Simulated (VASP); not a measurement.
Band structure of Cu (fcc). Level of theory: revPBE GGA, VASP's PBE PAW potentials (set 64) (plane waves; VASP 6.6.1).

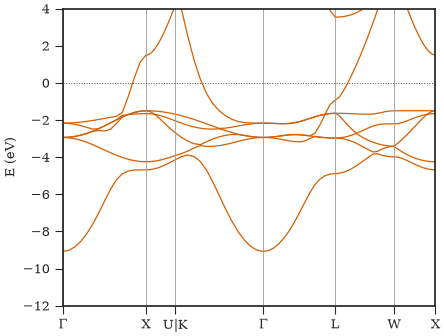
*Bands along high-symmetry lines, zero at the valence-band maximum or, without a gap, the Fermi level*

Read the plot: is there a gap, and where are the band edges?

It has no gap at this level: it comes out as a metal or semimetal. (Edges off the drawn lines would not show.)

The compound is Cu in the fcc structure. It was relaxed first.
